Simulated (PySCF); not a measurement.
```xyz
21

C     2.3409   -0.4159    0.5303
C     1.5191   -0.1588   -0.7345
C     0.1512    0.3504   -0.3912
C    -0.9309   -0.3771   -0.1320
C    -1.0559   -1.8653   -0.1614
C    -2.1773    0.4051    0.1960
P    -1.6223    2.1324    0.6132
C    -0.0412    1.8435   -0.3254
H     3.3369   -0.7681    0.2715
H     2.4393    0.4972    1.1131
H     1.8552   -1.1663    1.1498
H     2.0311    0.5809   -1.3541
H     1.4460   -1.0840   -1.3093
H    -1.9309   -2.1532   -0.7441
H    -1.1902   -2.2514    0.8495
H    -0.1763   -2.3343   -0.5932
H    -2.7400   -0.0288    1.0258
H    -2.8487    0.4380   -0.6704
H    -1.0678    1.7571    1.8486
H    -0.1408    2.2565   -1.3368
H     0.7936    2.3589    0.1542
```

Geometry: GFN2-xTB.

These are results of PBE0/pcSseg-1, SCF density, gas phase, non-relativistic (PySCF 2.14.0), not measurements.

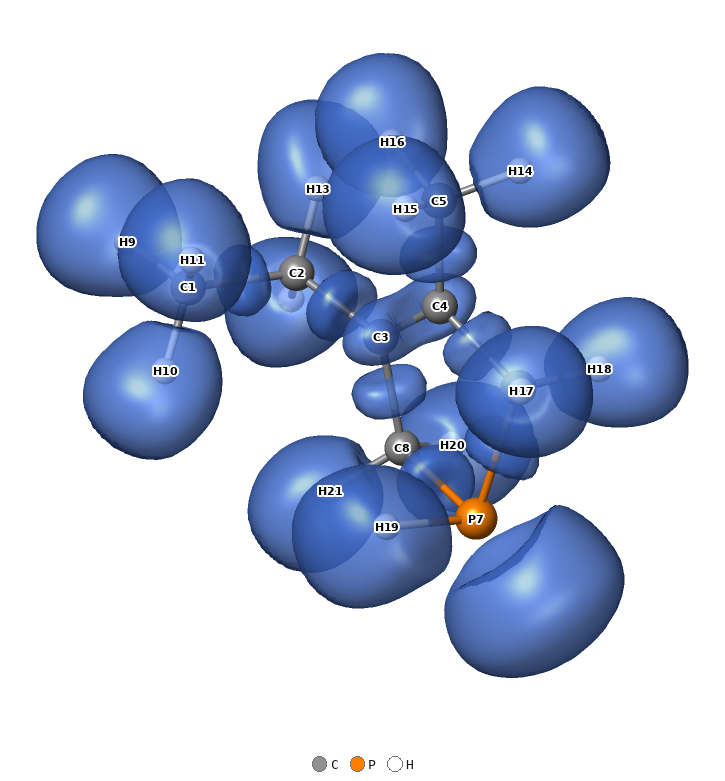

C₇H₁₃P (SMILES CCC1=C(C)CPC1). Isosurface of the ELF at 0.8 (blue), seen at a tilt. Core shells and regions of very low density are left out.

> Where are the electrons localised?

The surface consists of six regions between bonded C–C atoms (shared pairs), two regions between bonded C–P atoms (shared pairs), 13 regions around hydrogen nuclei and one lobe on P, pointing away from the bonds (lone pairs). Profiles from the grid: C–C (1.33 Å): the ELF peaks at about 0.90 between the atoms; a short, multiple covalent bond. C–P (1.86 Å): the ELF peaks at about 0.95 between the atoms; a shared electron pair.
